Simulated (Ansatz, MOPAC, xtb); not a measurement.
Breaking a bond: SMILES C[N+]#[C-]->[Au][CH3] (C₃H₆AuN). The C2–H11 bond (C2 also carries Au, H, H; H11 carries nothing else) is stretched with both fragments frozen at the PBE0/def2-SVP, def2 effective core potentials past Kr optimised geometry.

```
11

Au     1.6179    -1.0198    -0.7450
C      0.0000     0.0000     0.0000
H     -0.9487    -0.4541    -0.3324
H      0.0000     1.0517    -0.3324
C      5.2115    -3.2941    -2.3973
N      4.1042    -2.5920    -1.8888
C      3.1861    -2.0102    -1.4663
H      4.8704    -4.1157    -3.0436
H      5.8031    -3.7119    -1.5699
H      5.8475    -2.6169    -2.9855
H      0.0000     0.0000     1.1031
```

Computed with: GFN1-xTB (xtb); PM6, restricted, heats of formation (MOPAC); RKS-BLYP = Ansatz (a first-principles code) with restricted BLYP/def2-SVP, def2 effective core potentials past Kr; RKS-PBE0 = restricted PBE0/def2-SVP, def2 effective core potentials past Kr run with Ansatz; UKS-PBE0 = unrestricted PBE0/def2-SVP, def2 effective core potentials past Kr (Ansatz).

Energies are in kcal/mol, each relative to the lowest point of its own curve near equilibrium.

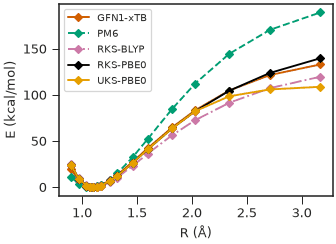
Figure. Energy against bond length for each method.

| R / Å | GFN1-xTB | PM6 | RKS-BLYP | RKS-PBE0 | UKS-PBE0 |
|---|---|---|---|---|---|
| 0.90 | 20.1 | 10.6 | 24.5 | 23.9 | 23.9 |
| 0.97 | 6.5 | 3.6 | 9.4 | 8.8 | 8.8 |
| 1.04 | 0.8 | 0.4 | 2.0 | 1.7 | 1.7 |
| 1.07 | 0.0 | 0.0 | 0.6 | 0.4 | 0.4 |
| 1.10 | 0.0 | 0.2 | 0.0 | 0.0 | 0.0 |
| 1.14 | 0.9 | 1.2 | 0.2 | 0.5 | 0.5 |
| 1.17 | 2.1 | 2.5 | 1.0 | 1.5 | 1.5 |
| 1.25 | 7.2 | 8.1 | 5.2 | 6.3 | 6.3 |
| 1.32 | 13.2 | 14.9 | 10.4 | 12.1 | 12.1 |
| 1.46 | 27.4 | 32.4 | 23.0 | 26.2 | 26.2 |
| 1.60 | 42.3 | 52.5 | 36.4 | 41.2 | 41.2 |
| 1.82 | 64.7 | 84.7 | 56.3 | 63.7 | 63.7 |
| 2.03 | 83.3 | 112.3 | 72.6 | 82.3 | 82.3 |
| 2.34 | 104.7 | 144.5 | 91.4 | 104.5 | 98.5 |
| 2.71 | 121.5 | 170.5 | 107.3 | 123.8 | 105.9 |
| 3.17 | 133.0 | 189.4 | 119.7 | 139.7 | 108.8 |

At the longest distance, 3.17 Å, PM6 lies highest above its minimum (189.4 kcal/mol) and UKS-PBE0 lowest (108.8 kcal/mol).

The restricted form behind PM6, RKS-BLYP, RKS-PBE0 keeps the bonding electrons paired and can't separate into open-shell fragments. The unrestricted determinant behind UKS-PBE0 is spin-contaminated at 2.03 to 3.17 Å (<S²> up to 1.0, against 0.00 for a pure singlet).
